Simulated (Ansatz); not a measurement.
Cost and result by functional for the adsorption energy of F on the 1x1 (10-10) surface of wurtzite ZnO (cut with top plane O + Zn), one in a 2x1 cell, started at the site 'hollow O-O-Zn-Zn-Zn', in Ansatz (plane waves, PAW). Single points on the PBE structure, on one kind of machine; costs are rough ratios of the slab run's core time (references not counted) to the cheapest single point. r2SCAN's cost holds its higher cutoff (500 against 420 eV). Differences are taken against r2SCAN for comparison alone: no measured value is at hand, so the table doesn't rank accuracy. The points keep PBE's geometry, so the relaxation of a polaron and the settling of charge on one site are left out.

Host crystal: wurtzite ZnO, with a band gap (PBE, scalar-relativistic without spin-orbit coupling).

Model: 33-atom slab, 9.4 Å thick at the start under the adsorbate (thin: gaps and levels are the slab's own), 3x4x1 mesh, Fermi-Dirac 0.01 eV, dipole correction, 16 atoms held, the rest relaxed; symmetry of the start imposed; spin-polarised, ending with about 0.6 μB a cell, a value that depends on the mesh; orders that need a larger cell were not tried, no spin-orbit, no U, no dispersion correction. The slab shows no gap over 0.04 eV on its mesh. At the end it is bonded to 2 Zn. In PBE it is, or lies within 0.03 eV of, the lowest of the starts that converged. These notes are the PBE run's. RPBE: The program's check for a lower electronic state was not made. r2SCAN: The program's check for a lower electronic state was not made. Adsorption energies are against ½ F2(g). A negative adsorption energy means that the adsorbate is more stable on the surface than in its reference.

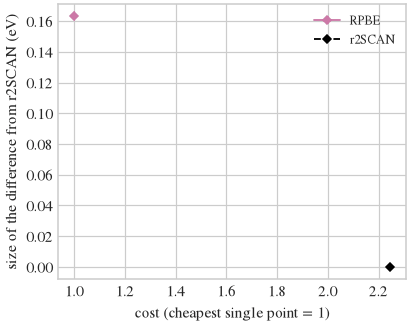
Figure: Difference from r2SCAN against cost

```tsv
functional	relative cost	adsorption energy (eV)	less r2SCAN (eV)
RPBE	1	-1.48	0.16
r2SCAN	2	-1.64	0.00
PBE (the relaxed run's value)	–	-1.54	0.10
```

The values span 0.16 eV, while the single points' costs differ by a factor of roughly 2. Differences are of unrounded values.

Ansatz is a program for electronic structure.
